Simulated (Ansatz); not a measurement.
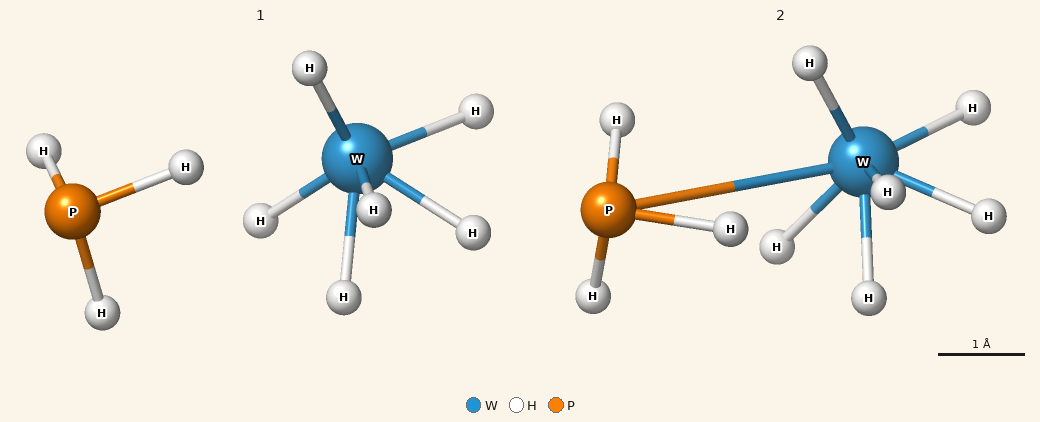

Two geometries of WPH₉, drawn at one scale. One is the start of a relaxation, the other its converged end. The picture is a ball-and-stick view, seen at a tilt.

Theory: Ansatz, RKS PBE0-D4/def2-SVP. Set-up: no spin polarisation; force threshold 0.03 eV/Å; at most 50 steps.

**Which geometry has the lower energy?**

Structure 2 is the relaxed one. The run prepares an end point of a later path (reaction) calculation, from a guessed geometry. An H atom moves most after the best rigid fit: 0.78 Å. By element the largest moves are H 0.78 Å, P 0.20 Å, W 0.17 Å. Among the contacts that change: H–W 3.688 → 2.946 Å, P–W 3.634 → 3.277 Å, H–W 2.413 → 2.220 Å, H–P 1.433 → 1.458 Å. Bond angles that change, for instance: H–W–H 118.7° → 121.6°, H–W–H 114.2° → 111.5°, H–P–H 94.2° → 96.8°. The energy falls by 5.66 kJ/mol in 11 accepted moves (12 points after the start). Largest force component: 0.26 eV/Å at the start, 0.019 eV/Å at the end. The line search rejected the trial step at point 6 of the run. Cost: 26 s on 2 threads of AMD EPYC 7R43 64-Core Processor (Zen 3) (shared host), peak memory 0.21 GiB.
